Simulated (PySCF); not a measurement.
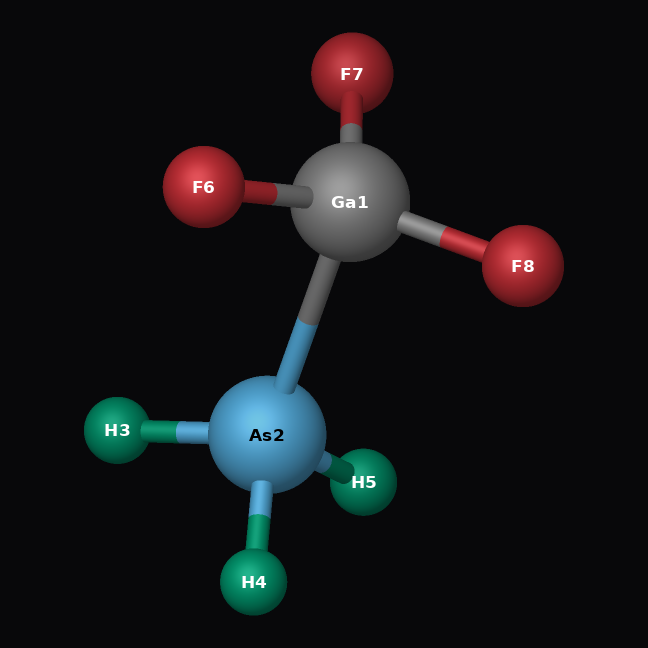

The geometry was computed by an optimisation with PBE0-D3(BJ)/def2-SVP. No frequency run is at hand to confirm it as a minimum. Properties computed with delta-SCF UKS SCAN, pcX-2 on the ionised atom (unc-x2c-TZVPall on a metal), pcseg-1 elsewhere, spin-free X2C (PySCF 2.14.0).

Give the core-electron binding energies (to vacuum) of F6 1s.

```csv
atom,level,binding energy (eV)
F6,1s,691.0
```
